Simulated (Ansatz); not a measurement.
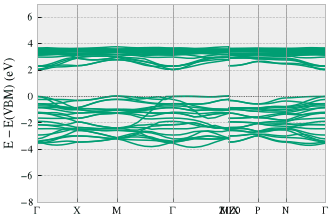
Band structure from the program Ansatz at the LDA level (PAW)

### Question
Read off the gap and where the band edges lie.

### Answer
About 2.0 eV (1.98 eV by a search for the band edges); maximum at M, minimum at Γ.

The material is SrLa2S4 in space group I-42d (No. 122; Sr on 4b, La on 8d, S on 16e).

The first step of the workflow began from a Materials Project structure, measured or hypothetical; the Crystallography Open Database copy checked does not list it. Whether it is the stable phase at ambient conditions was not checked. The cell was relaxed with LDA under the symmetry of its start; of distortions, only those at the zone centre were tested. Scalar-relativistic: spin–orbit coupling is off unless named, which matters more the heavier the elements.

Potentials: the later of the program's two PAW sets.
